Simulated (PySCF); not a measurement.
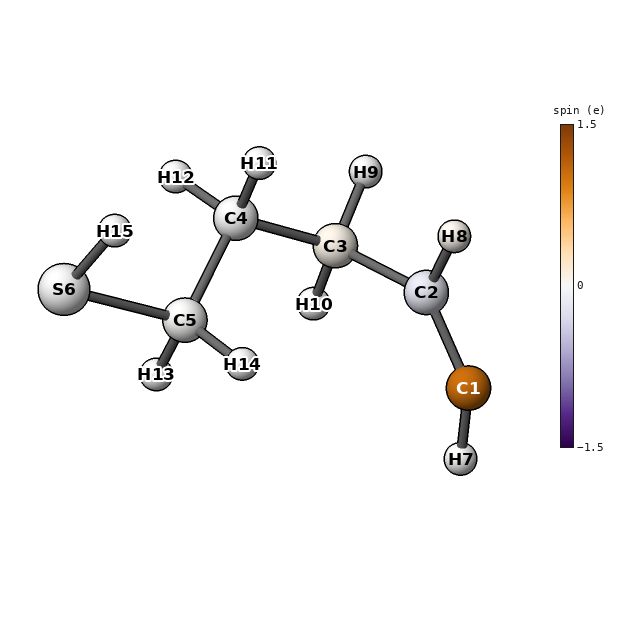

Atoms are coloured by their Mulliken spin populations. The species is neutral and a spin doublet. The geometry was computed by an optimisation with GFN2-xTB. No frequency run is at hand to confirm it as a minimum. Method: UKS B3LYP, pcH-1 on C H S, non-relativistic (PySCF 2.14.0).

Which atom carries the largest spin population?

C1 (1.04 e).

Which atom has the lowest spin population?

C2 (−0.17 e); a negative value comes from spin polarisation.

List the Mulliken spin populations.

```json
{"atom": "C1", "value (e)": "1.04"}
{"atom": "C2", "value (e)": "−0.17"}
{"atom": "C3", "value (e)": "0.08"}
{"atom": "C4", "value (e)": "0.00"}
{"atom": "C5", "value (e)": "0.00"}
{"atom": "S6", "value (e)": "0.00"}
{"atom": "H7", "value (e)": "0.01"}
{"atom": "H8", "value (e)": "0.05"}
{"atom": "H9", "value (e)": "0.00"}
{"atom": "H10", "value (e)": "0.00"}
{"atom": "H11", "value (e)": "0.00"}
{"atom": "H12", "value (e)": "0.00"}
{"atom": "H13", "value (e)": "0.00"}
{"atom": "H14", "value (e)": "0.00"}
{"atom": "H15", "value (e)": "0.00"}
```

Mulliken values depend strongly on the basis set.
